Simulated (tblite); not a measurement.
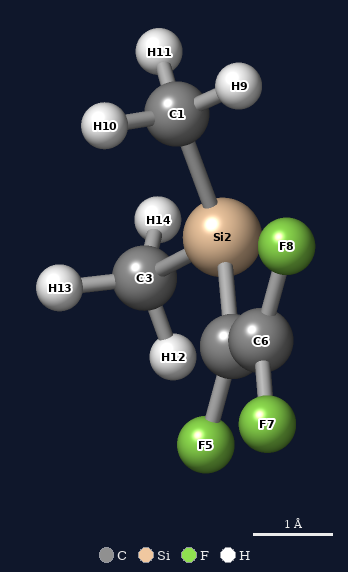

This is the input geometry for a relaxation of C4H6F3Si (multiplicity 2). A ball-and-stick model, seen from a free direction.

Method: GFN2-xTB geometry optimisation, gas phase in tblite.

```xyz
14

C    -0.7623    1.6432    0.1947
Si   -0.4095   -0.0212   -0.5638
C    -1.6427   -1.3304   -0.1284
C     1.2785   -0.6259   -0.2034
F     1.4249   -1.9871    0.0023
C     2.3524    0.1017   -0.1046
F     3.5987   -0.3904    0.1648
F     2.2753    1.4469   -0.2759
H    -0.1279    2.4071   -0.3115
H    -0.5048    1.6772    1.2775
H    -1.8510    1.9238    0.1005
H    -1.2658   -2.3002   -0.5367
H    -1.7534   -1.4835    0.9710
H    -2.6128   -1.0619   -0.6087
```

> Where does the relaxation end?

Over 64 geometry steps the energy falls by 34.3 kJ/mol. The atom that moves furthest after the best rigid fit is F8 (0.33 Å). By element the largest moves are F 0.33 Å, H 0.28 Å, C 0.09 Å, Si 0.03 Å. Among the contacts that change: Si2–C4 1.829 → 1.877 Å, Si2–C3 1.851 → 1.899 Å, C1–H11 1.128 → 1.086 Å, C6–F7 1.367 → 1.330 Å. Among the angles between lasting bonds that change: F7–C6–F8 115.7° → 110.3°, H13–C3–H14 111.8° → 107.7°, Si2–C3–H12 107.6° → 111.2°.

The structure at the end:

```xyz
14

C    -0.7760    1.6972    0.1427
Si   -0.4335   -0.0327   -0.5521
C    -1.6775   -1.3833   -0.0693
C     1.3075   -0.6465   -0.2107
F     1.4861   -1.9875   -0.3176
C     2.4098    0.0934   -0.0631
F     3.6661   -0.3353    0.0275
F     2.3656    1.4245    0.0411
H    -0.0551    2.4262   -0.2122
H    -0.7291    1.6888    1.2300
H    -1.7666    2.0371   -0.1433
H    -1.3511   -2.3594   -0.4160
H    -1.7880   -1.4355    1.0128
H    -2.6583   -1.1876   -0.4921
```

After the run, drawn alike:

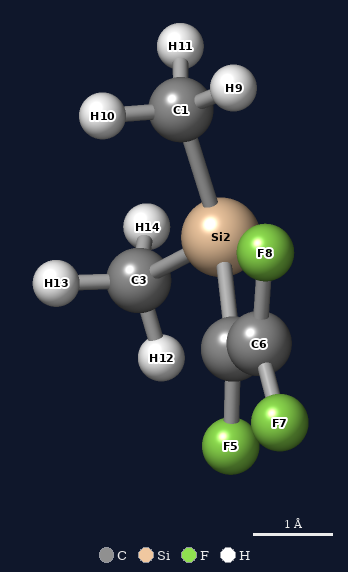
